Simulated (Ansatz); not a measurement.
# CuFH: the cost of one run

Computed with Ansatz 0.2.0, Gaussian basis. Level: RKS PBE-D4/def2-SVP.

Levels: PBE-D4, revPBE-D4, BLYP-D4, r2SCAN-D4, B97M-V, PBE0-D4, B3LYP-D4, HSE06-D4, wB97X-V, wB97M-V, B2PLYP, Hartree-Fock, MP2, CCSD, CCSD(T). The reference is CCSD(T) extrapolated to the basis limit. For elements past Ar these valence bases correlate outer-core shells poorly and lack relativity, so that limit is rough.

Cores are frozen in the correlated methods. The 3s and 3p shells of Cu and Zn are frozen; filled d shells are correlated. B3LYP uses VWN-RPA correlation. B2PLYP carries no dispersion term here.

163 further runs of the same task are left out: 163 set aside as unsound or not needed.

### 1 The starting structure

The pair, from a GFN2-xTB docking trial: 3 atoms, charge 1, spin multiplicity 1.

Atoms are counted from 1 here; the program's logs count them from 0.

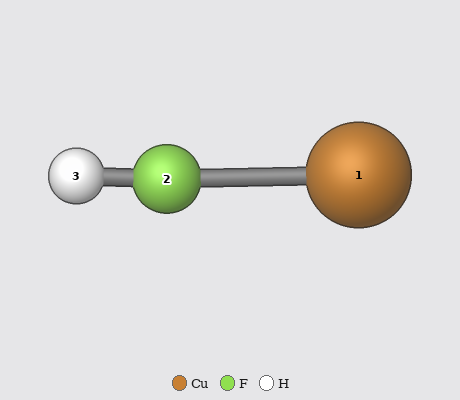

As it starts; copper orange, fluorine green, hydrogen white; atoms are numbered from 1 in the order of the file.

Coordinates:

```
Cu    0.0755    0.0722   -1.6605
F    -0.0015   -0.0015    0.3569
H    -0.0740   -0.0708    1.3036
```

Atoms 1 to 1 are fragment A (Cu+), the rest fragment B (HF).

### 2 A first relaxation in a small basis

pre/in.yaml

```yaml
crystal:
  periodic: [false, false, false]
  atoms:
    - {symbol: Cu, position_ang: [0.075500, 0.072200, -1.660500]}
    - {symbol: F, position_ang: [-0.001500, -0.001500, 0.356900]}
    - {symbol: H, position_ang: [-0.074000, -0.070800, 1.303600]}
basis:
  gaussian: {orbitals: def2-SVP}
total_charge: 1
hamiltonian: {xc: pbe, dispersion: d4}
relax: {f_tol: 0.03, max_steps: 250}
```

Started as:

```
$ ansatz run in.yaml --threads 2 --pin off --events-out ev --progress --plain --max-ram 5222MiB
```

**Question.** How long does this run take on 2 threads of AMD EPYC 9R45, shared host?

About 3.3 s.
